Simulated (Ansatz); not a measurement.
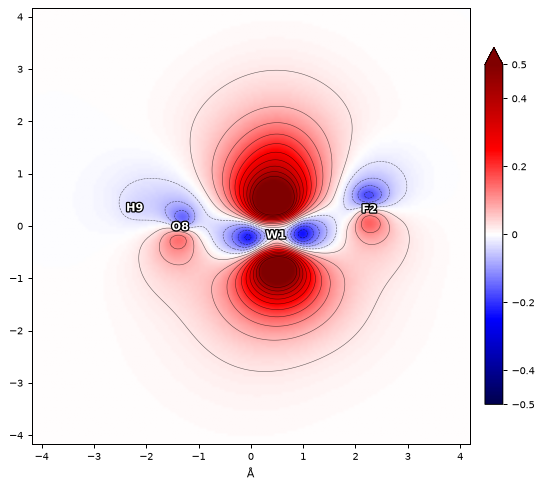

*FH5O2W. The HOMO on the plane of atoms F2, W1 and O8 (values in Å⁻³ᐟ²; the overall sign is arbitrary).*

Core potentials replace the inner electrons of W; not at a stationary point (largest force 1.5 eV/Å).

Theory: Ansatz, RHF/def2-SVP.

The calculation's input:

```
crystal:
  periodic: [false, false, false]
  atoms:
    - { symbol: W, position_ang: [0.0, 0.0, 0.0] }
    - { symbol: F, position_ang: [0.9293, 0.0, 1.8273] }
    - { symbol: H, position_ang: [1.7303, 0.0, 0.8322] }
    - { symbol: H, position_ang: [0.0, 1.72, 0.0] }
    - { symbol: H, position_ang: [-1.72, 0.0, 0.0] }
    - { symbol: O, position_ang: [0.0, -1.94, 0.0] }
    - { symbol: H, position_ang: [0.3816, -2.2771, 0.8723] }
    - { symbol: O, position_ang: [0.0, 0.0, -1.94] }
    - { symbol: H, position_ang: [0.5278, 0.7924, -2.2771] }
basis:
  gaussian: { orbitals: def2-SVP }
hamiltonian:
  xc: hf
relax:
  f_tol: 0.15
  max_steps: 25
  restrain:
    - { distance: [1, 2], at: 2.12, k: 30.0 }
    - { distance: [0, 1], at: 1.85, k: 30.0 }
    - { distance: [0, 2], at: 1.72, k: 30.0 }
output:
  orbitals: {}
```

Launched as:

```sh
ansatz run input.yaml --threads 1 --pin off --max-ram 2048MiB --backend cpu --events-out ev --progress --plain --runs-dir out
```

The fields are those of the run's last geometry, not of the input's.

What is the character of this orbital?

It lies mainly on W1 (about 75 %) and H3 (about 5 %). Its energy is −9.37 eV.
